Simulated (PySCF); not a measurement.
## Electronic structure of C₄H₉F₂NSi in real space

```yaml
atoms:
  - { symbol: F, position_ang: [3.0262, -0.7844, 0.6102] }
  - { symbol: Si, position_ang: [2.3030, 0.5507, 0.0770] }
  - { symbol: N, position_ang: [0.6378, 0.1810, 0.1184] }
  - { symbol: C, position_ang: [-0.4377, 1.1431, 0.1485] }
  - { symbol: C, position_ang: [-1.5856, 0.3529, 0.7777] }
  - { symbol: C, position_ang: [-1.3926, -1.0503, 0.1986] }
  - { symbol: F, position_ang: [-2.2360, -1.2376, -0.8805] }
  - { symbol: C, position_ang: [0.0694, -1.0909, -0.2755] }
  - { symbol: H, position_ang: [2.5439, 1.6108, 1.0408] }
  - { symbol: H, position_ang: [2.9109, 0.7584, -1.2353] }
  - { symbol: H, position_ang: [-0.7156, 1.4647, -0.8653] }
  - { symbol: H, position_ang: [-0.1501, 2.0195, 0.7269] }
  - { symbol: H, position_ang: [-1.4755, 0.3219, 1.8606] }
  - { symbol: H, position_ang: [-2.5667, 0.7481, 0.5234] }
  - { symbol: H, position_ang: [-1.6437, -1.8473, 0.9040] }
  - { symbol: H, position_ang: [0.6372, -1.9060, 0.1725] }
  - { symbol: H, position_ang: [0.0683, -1.2227, -1.3657] }
```

Geometry: GFN2-xTB.

These are results of wB97X-D/def2-SVPD, SCF density, gas phase (PySCF 2.14.0), not measurements.

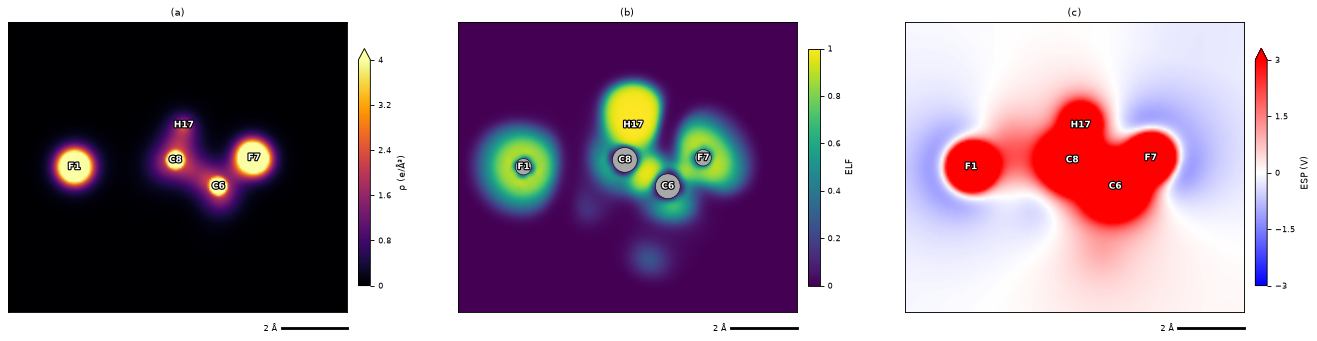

Figure 1. (a) electron density; (b) electron localisation function; (c) molecular electrostatic potential on the plane of atoms F7, C6 and C8. Grey discs cover the atomic cores in the ELF map.

Read the bonding off the picture.

- The section cuts through F, C and H sites.
- C–F (1.38 Å): the density is about 2.1 e/Å³ at the midpoint, with its minimum of 1.6 e/Å³ about 0.5 Å from C; the ELF peaks at about 0.85 between the atoms, as expected for a polar covalent bond.
- C–C (1.54 Å): ρ is about 1.7 e/Å³ halfway; the ELF peaks at about 0.95 between the atoms: a shared electron pair.
- C–H (1.10 Å): ρ is about 2 e/Å³ halfway; the ELF climbs to about 1 towards the hydrogen, as it does in any bond to H; an ordinary covalent bond to hydrogen.
- The ELF also peaks beside F1 and F7, away from the bonds: lone-pair regions.
- Outside the dense part of the molecule the potential is most negative (−1.1 V) near F7.

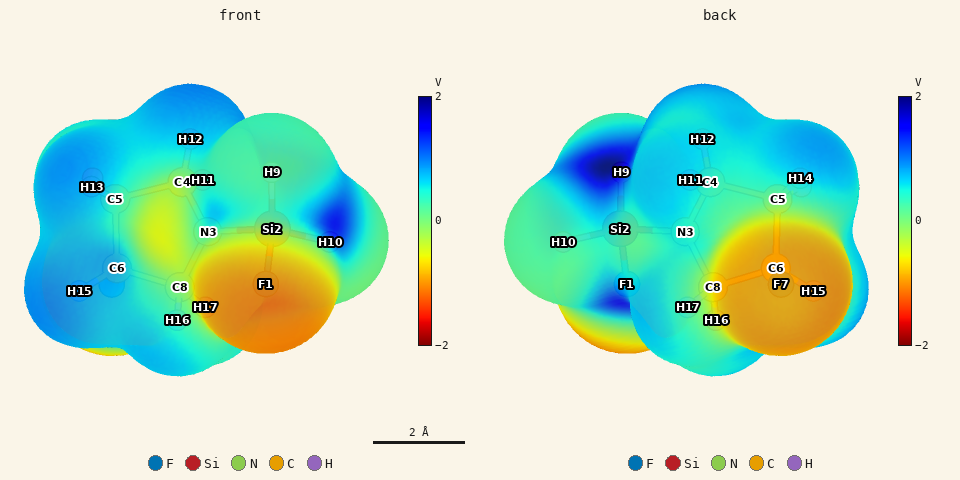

Figure 2. The molecular electrostatic potential painted on the density surface at 0.002 e/bohr³, seen from the front and from behind; the colour scale runs from red (negative) to blue (positive).

Describe the electrostatic potential map.

The most negative region (about −1.1 V) lies over F1, the most positive (about +1.7 V) over Si2.

How polar is the molecule by this calculation?

Its dipole moment is 1.81 D.
